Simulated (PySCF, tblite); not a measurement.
# C6H7FNO radical: geometry, infrared bands and EPR parameters

What infrared bands and EPR parameters should C6H7FNO radical (`FC1=C(C2CC2)[CH]NO1`) show?

Programs: tblite 0.8.0 and PySCF 2.14.0, with density-fitted response routines of our own. Each step states its level of theory. These are calculated values for one molecule in the gas phase, unless marked as measured. Atoms are numbered from 0 throughout.

## (1) The molecule as given

16 atoms, charge 0, multiplicity 2; geometry from: force field or distance geometry start.

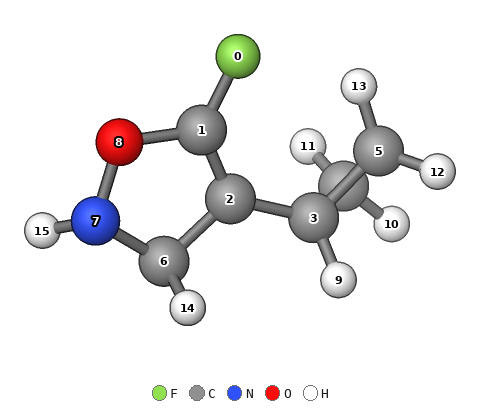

The starting geometry (fluorine green, carbon grey, nitrogen blue, oxygen red, hydrogen white), atoms numbered.

## (2) Optimising the geometry with GFN2-xTB

The job: settings as JSON, then the geometry in Å.

```
{"job": {"kind": "relax", "xc": "GFN2-xTB", "basis": "xTB"}, "charge": 0, "multiplicity": 2}
F      0.400100     1.948200     1.252300
C      1.045500     0.958600     0.590200
C      0.570000     0.010800    -0.190900
C     -0.826700    -0.244700    -0.628700
C     -1.861600    -0.818500     0.294800
C     -1.952500     0.644300    -0.119900
C      1.718600    -0.822000    -0.651200
N      2.923400    -0.156100    -0.116300
O      2.433700     0.795900     0.704600
H     -0.966500    -0.587000    -1.686400
H     -2.702100    -1.411900    -0.182200
H     -1.677200    -1.059400     1.338100
H     -2.633800     0.959100    -0.909600
H     -1.750400     1.308000     0.747300
H      1.754200    -0.642200    -1.754000
H      3.517800    -0.874000     0.341700
```

Started as:

```bash
$ OMP_NUM_THREADS=1 python probes_run.py task.json out
```

This one command runs all jobs of the session in turn.

Output:

```text
step      E/eV     max force
  0    -760.65794    3.786
  1    -761.19516    1.719
  2    -761.41087    1.477
  3    -761.53280    1.228
  4    -761.63459    0.736
  5    -761.69286    0.815
  6    -761.75875    1.019
  7    -761.81305    0.835
  8    -761.84584    0.652
  9    -761.87529    0.438
 10    -761.91036    0.768
 11    -761.94812    0.770
 12    -761.97863    0.380
 13    -761.99297    0.428
 14    -761.99860    0.650
 15    -762.01038    0.286
 16    -762.01818    0.209
 17    -762.02734    0.267
 18    -762.03391    0.198
 19    -762.03955    0.215
 20    -762.04394    0.165
 21    -762.04866    0.178
 22    -762.05284    0.182
 23    -762.05508    0.107
 24    -762.05588    0.069
 25    -762.05634    0.060
 26    -762.05683    0.062
 27    -762.05724    0.053
 28    -762.05747    0.030
 29    -762.05758    0.028
 30    -762.05770    0.028
 31    -762.05783    0.039
 32    -762.05796    0.030
 33    -762.05808    0.026
 34    -762.05820    0.027
 35    -762.05837    0.034
 36    -762.05861    0.047
 37    -762.05894    0.065
 38    -762.05938    0.070
 39    -762.05992    0.058
 40    -762.06047    0.062
 41    -762.06097    0.072
 42    -762.06145    0.074
 43    -762.06196    0.076
 44    -762.06262    0.081
 45    -762.06366    0.104
 46    -762.06520    0.124
 47    -762.06723    0.141
 48    -762.06934    0.116
 49    -762.07017    0.184
 50    -762.07150    0.126
 51    -762.07247    0.115
 52    -762.07384    0.114
 53    -762.07475    0.083
 54    -762.07540    0.062
 55    -762.07613    0.057
 56    -762.07672    0.051
 57    -762.07738    0.064
 58    -762.07814    0.068
 59    -762.07902    0.071
 60    -762.07988    0.070
 61    -762.08058    0.059
 62    -762.08114    0.050
 63    -762.08157    0.046
 64    -762.08212    0.046
 65    -762.08264    0.049
 66    -762.08314    0.048
 67    -762.08356    0.050
 68    -762.08401    0.056
 69    -762.08452    0.054
 70    -762.08510    0.053
 71    -762.08560    0.056
 72    -762.08603    0.080
 73    -762.08640    0.060
 74    -762.08674    0.042
 75    -762.08704    0.060
 76    -762.08733    0.058
 77    -762.08758    0.050
 78    -762.08777    0.028
 79    -762.08789    0.026
 80    -762.08798    0.027
 81    -762.08807    0.030
 82    -762.08816    0.021
 83    -762.08824    0.024
 84    -762.08830    0.015
 85    -762.08834    0.016
 86    -762.08836    0.011
 87    -762.08837    0.008
```

Run time: 0.43 s. Hardware: 1 thread of Intel Xeon 6975P-C, shared host.

Along the way: (not every step is listed)

| step | energy from step 0 (eV) | largest force (eV/Å) |
| --- | --- | --- |
| 0 | 0.0000 | 3.7863 |
| 1 | -0.5372 | 1.7195 |
| 2 | -0.7529 | 1.4774 |
| 3 | -0.8749 | 1.2283 |
| 4 | -0.9766 | 0.7364 |
| 5 | -1.0349 | 0.8149 |
| 6 | -1.1008 | 1.0194 |
| 7 | -1.1551 | 0.8353 |
| 8 | -1.1879 | 0.6522 |
| 15 | -1.3524 | 0.2860 |
| 22 | -1.3949 | 0.1823 |
| 29 | -1.3996 | 0.0284 |
| 36 | -1.4007 | 0.0473 |
| 43 | -1.4040 | 0.0761 |
| 50 | -1.4136 | 0.1257 |
| 57 | -1.4194 | 0.0639 |
| 64 | -1.4242 | 0.0463 |
| 71 | -1.4277 | 0.0557 |
| 78 | -1.4298 | 0.0280 |
| 82 | -1.4302 | 0.0212 |
| 83 | -1.4303 | 0.0238 |
| 84 | -1.4304 | 0.0147 |
| 85 | -1.4304 | 0.0164 |
| 86 | -1.4304 | 0.0112 |
| 87 | -1.4304 | 0.0082 |

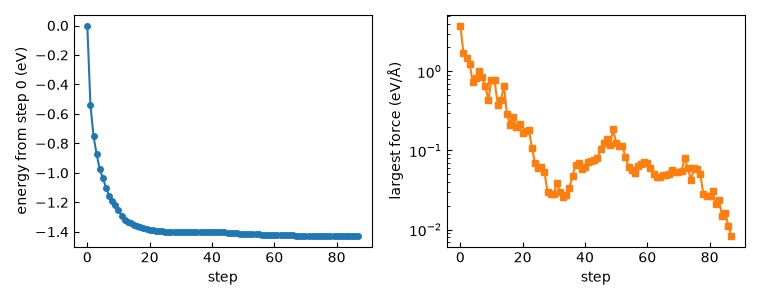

Energy and largest force along the relaxation.

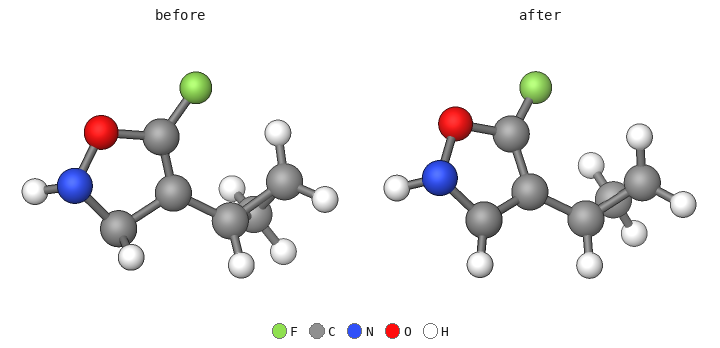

Before and after, at one scale.

Close pairs (by a distance rule), those that changed most:

| bond | before (Å) | after (Å) | change (Å) |
| --- | --- | --- | --- |
| C2–C6 | 1.492 | 1.390 | -0.102 |
| C6–N7 | 1.477 | 1.406 | -0.071 |
| N7–O8 | 1.349 | 1.413 | +0.064 |
| C1–C2 | 1.317 | 1.377 | +0.060 |
| C4–H10 | 1.134 | 1.079 | -0.055 |
| C6–H14 | 1.118 | 1.067 | -0.051 |
| C3–H9 | 1.120 | 1.082 | -0.038 |
| C5–H13 | 1.111 | 1.079 | -0.032 |

The final coordinates are the input of the step that follows.

## (3) Vibrational analysis with GFN2-xTB

The job: settings as JSON, then the geometry in Å.

```
{"job": {"kind": "ir", "xc": "GFN2-xTB", "basis": "xTB"}, "charge": 0, "multiplicity": 2}
F      0.331206     1.173528     1.903372
C      0.981314     0.621194     0.883002
C      0.541799    -0.048193    -0.236751
C     -0.845133    -0.315363    -0.642098
C     -1.895887    -0.597085     0.398952
C     -1.923399     0.693854    -0.350148
C      1.696283    -0.430760    -0.908719
N      2.820328     0.085197    -0.240772
O      2.361582     0.682326     0.955284
H     -0.911124    -0.857811    -1.576321
H     -2.642116    -1.343710     0.174471
H     -1.595960    -0.574972     1.434966
H     -2.687790     0.845487    -1.096591
H     -1.641256     1.591520     0.177201
H      1.824067    -0.956053    -1.828506
H      3.578489    -0.560215    -0.017259
```

Output:

```text
mode    cm-1     km/mol
  1      53.8      0.57
  2     145.9      1.52
  3     152.3      0.55
  4     173.2      0.77
  5     324.3     28.79
  6     325.1      3.69
  7     358.5      1.38
  8     401.4      3.08
  9     487.8     28.81
 10     559.7      0.64
 11     615.7      1.94
 12     653.1      6.58
 13     738.3    143.34
 14     804.8      0.26
 15     848.0     77.60
 16     865.9      2.01
 17     956.0     29.86
 18     963.4      1.67
 19     990.0      9.32
 20    1024.6     43.46
 21    1071.9      1.14
 22    1072.8      8.19
 23    1092.5      0.44
 24    1097.5     16.80
 25    1131.7     38.49
 26    1155.8      0.08
 27    1197.9     45.77
 28    1241.8     65.44
 29    1249.7      5.64
 30    1268.5     44.84
 31    1355.5      8.62
 32    1436.6      0.13
 33    1447.3     25.79
 34    1487.1      5.62
 35    1608.5     52.78
 36    3060.9     18.37
 37    3092.9     22.99
 38    3094.9     18.99
 39    3105.8      7.37
 40    3121.3     43.39
 41    3214.7      1.97
 42    3220.3      6.97
```

It took 0.4 s on 1 thread of Intel Xeon 6975P-C, shared host.

The strongest bands and the atoms that carry them (share of the mass-weighted mode):

| cm⁻¹ | km/mol | atoms |
| --- | --- | --- |
| 738 | 143.3 | H15 31 %, N7 26 %, C6 12 %, O8 12 % |
| 848 | 77.6 | H15 34 %, C6 20 %, O8 18 % |
| 1025 | 43.5 | C3 16 %, H11 14 %, H13 13 %, C4 11 % |
| 1198 | 45.8 | H9 22 %, C2 17 %, C6 16 %, N7 11 % |
| 1242 | 65.4 | C1 33 %, O8 10 % |
| 1268 | 44.8 | C1 18 %, H9 14 %, H15 14 %, C6 14 % |
| 1608 | 52.8 | C2 45 %, C1 37 % |
| 3121 | 43.4 | H13 35 %, H11 29 %, H12 13 %, H10 11 % |

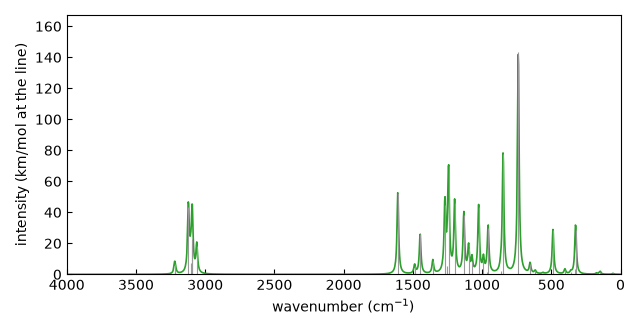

The infrared spectrum from these modes, unscaled. Lines are broadened to a width of 14 cm⁻¹ (Lorentzian).

## (4) EPR parameters: B3LYP/pcH-1

The job, as its differences from that of step 3:

```diff
@@ -1,2 +1,2 @@
-{"job": {"kind": "ir", "xc": "GFN2-xTB", "basis": "xTB"}, "charge": 0, "multiplicity": 2}
+{"job": {"kind": "epr", "basis": "pcH-1"}, "charge": 0, "multiplicity": 2}
 F      0.331206     1.173528     1.903372
```

Level: UKS B3LYP, pcH-1 on C F H N O, non-relativistic, mean-field spin-orbit, GIAO.

Output:

```text
UKS, coarse grid
  cycle   1  E = -462.42709170  |g| = 5.11e-01
  cycle   2  E = -462.32784124  |g| = 7.42e-01
  cycle   3  E = -462.52697906  |g| = 7.04e-02
  cycle   4  E = -462.52868059  |g| = 3.74e-02
  cycle   5  E = -462.52933291  |g| = 1.13e-02
  cycle   6  E = -462.52941023  |g| = 5.81e-03
  cycle   7  E = -462.52943741  |g| = 2.43e-03
  cycle   8  E = -462.52944596  |g| = 1.58e-03
  cycle   9  E = -462.52944640  |g| = 4.97e-04
UKS, final grid
  cycle   1  E = -462.52937066  |g| = 9.73e-04
  cycle   2  E = -462.52936943  |g| = 1.98e-03
  cycle   3  E = -462.52937107  |g| = 8.00e-05
  cycle   4  E = -462.52937107  |g| = 3.23e-05
  cycle   5  E = -462.52937107  |g| = 1.87e-05
E = -462.52937107 Eh   <S^2> = 0.7697 (exact 0.7500)
g shifts (ppm)      1          2          3
  rmc          -234       -234       -234
  gc             -3         16         42
  oz_so        -132       2231       2663
  total        -368       2014       2471
hyperfine (MHz)  atom isotope    a_iso     a_fc   dipolar eigenvalues
    0   19F      72.87      72.87   -119.21    -92.11    211.32
    1   13C      54.69      54.69    -46.19    -44.02     90.21
    2   13C     -41.87     -41.87    -23.51     11.44     12.06
    3   13C       4.91       4.91     -0.37     -0.25      0.62
    4   13C      -5.68      -5.68     -1.84      0.64      1.20
    5   13C      -5.78      -5.78     -1.86      0.63      1.23
    6   13C      45.85      45.85    -46.92    -44.72     91.63
    7   14N      31.21      31.21     -8.69     -8.00     16.70
    8   17O     -26.31     -26.31    -57.51     27.89     29.62
    9    1H      -1.98      -1.98     -1.65     -1.59      3.24
   10    1H      -0.20      -0.20     -0.61     -0.33      0.94
   11    1H       1.28       1.28     -2.11     -1.18      3.28
   12    1H      -0.43      -0.43     -0.64     -0.33      0.96
   13    1H       1.06       1.06     -2.16     -1.27      3.43
   14    1H     -38.81     -38.81    -23.17      0.34     22.83
   15    1H      87.07      87.07     -8.27     -6.69     14.96
```

Wall time 58 s (1 thread of Intel Xeon 6975P-C, shared host); peak memory 1.1 GiB.

Principal g values 2.00195, 2.00433, 2.00479; g(iso) = 2.00369, against 2.00232 for a free electron.

Hyperfine couplings; where a row names several nuclei, a(iso) is their mean (it holds for fast rotation or exchange) and the dipolar term the largest among them:

| nuclei | isotope | a(iso) (MHz) | a(iso) (G, at g = 2.0023) | largest dipolar term (MHz) |
| --- | --- | --- | --- | --- |
| H15 | 1H | 87.1 | 31.1 | 15.0 |
| F0 | 19F | 72.9 | 26.0 | 211.3 |
| C1 | 13C | 54.7 | 19.5 | 90.2 |
| C6 | 13C | 45.9 | 16.4 | 91.6 |
| C2 | 13C | -41.9 | -14.9 | -23.5 |
| H14 | 1H | -38.8 | -13.8 | -23.2 |
| N7 | 14N | 31.2 | 11.1 | 16.7 |
| O8 | 17O | -26.3 | -9.4 | -57.5 |
| C4, C5 | 13C | -5.7 | -2.0 | -1.9 |
| C3 | 13C | 4.9 | 1.8 | 0.6 |
| H9 | 1H | -2.0 | -0.7 | 3.2 |
| H11, H13 | 1H | 1.2 | 0.4 | 3.4 |
| H10, H12 | 1H | -0.3 | -0.1 | 1.0 |

Mulliken spin populations:

F0 0.02; C1 0.42; C2 -0.19; C3 0.02; C4 -0.01; C5 -0.01; C6 0.54; N7 0.11; O8 0.10; H9 0.00; H10 0.00; H11 0.00; H12 0.00; H13 0.00; H14 -0.03; H15 0.03

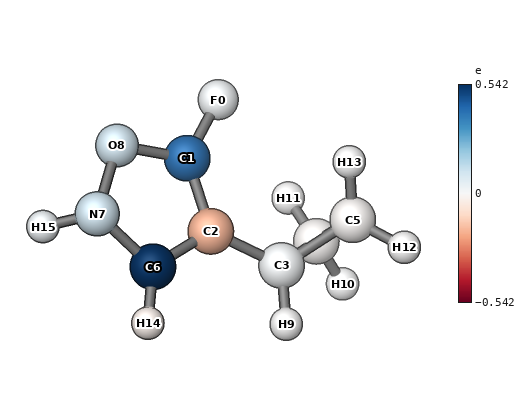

Mulliken spin populations, as colours on the atoms.

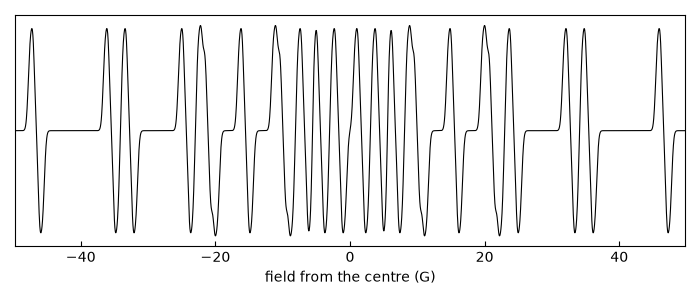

First-order isotropic spectrum (first derivative, main isotopes with spin only, couplings over 0.8 MHz, Gaussian width 0.3 G; couplings of the frozen geometry, rotation of groups not averaged beyond the rows shown).

Orbitals, density, ELF and potential are computed afterwards from the orbital file.

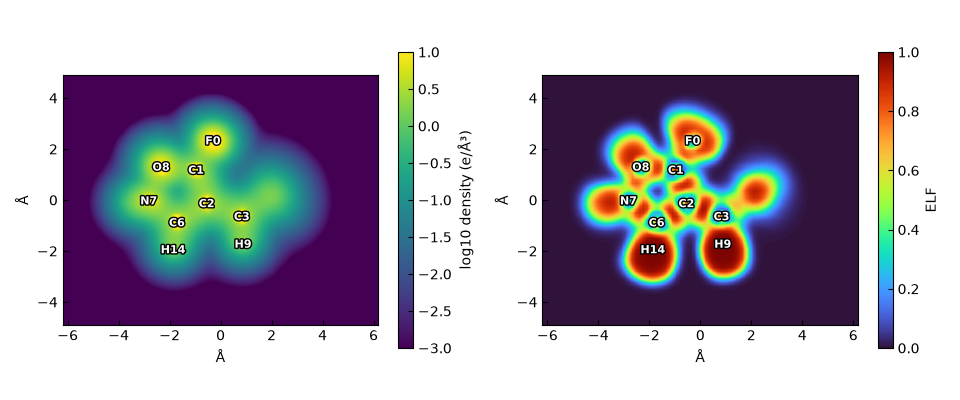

Density (left) and ELF (right) in a plane through or near 9 of the atoms.

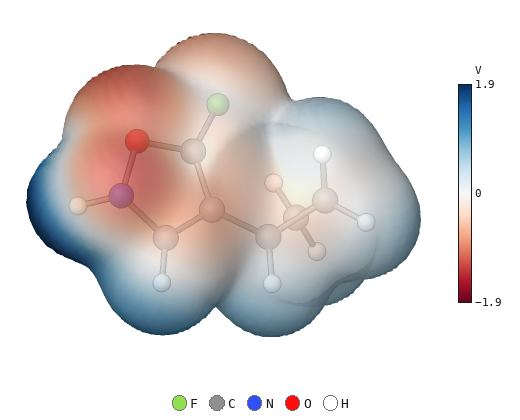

Electrostatic potential on the surface of density 0.002 e/bohr³; red is low, blue high. It runs from -1.16 V near N7 to 1.90 V near H15.

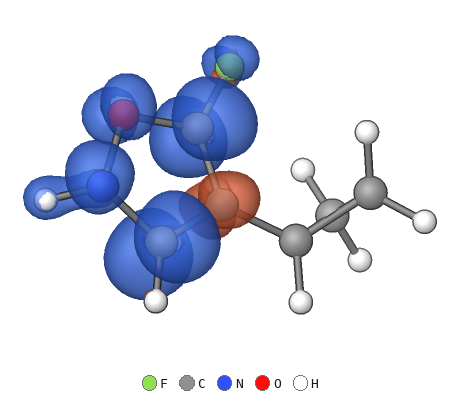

Spin density at ±0.03 e/Å³ (alpha excess blue, beta excess red).

## (5) Summary of results

| quantity | value |
| --- | --- |
| strongest single infrared mode (GFN2-xTB) | 738 cm⁻¹, 143 km/mol |
| zero-point energy (GFN2-xTB) | 74.7 kcal/mol |
| g(iso) (B3LYP) | 2.00369 |
| ⟨S²⟩ | 0.770 (exact 0.75) |
| largest a(iso) (averaged by class) | 1H on H15, 87.1 MHz |
| potential on the surface of density 0.002 e/bohr³, 1st and 99th percentile | -1.16 V and 1.90 V |

In words: Over 87 steps the energy fell by 1.430 eV; of the close pairs, C2–C6 changed most, 1.492 to 1.390 Å. All 42 modes are real, so the xTB geometry is a minimum. The strongest single mode, at 738 cm⁻¹, is carried by H15, N7, C6, O8. GFN2-xTB is a fitted tight-binding method: band positions and strengths are rough. Its intensities can rank the bands wrongly. The largest spin populations lie on C6 (0.54 e), C1 (0.42 e). The isotropic g lies 1.4 ppt above the free-electron value.
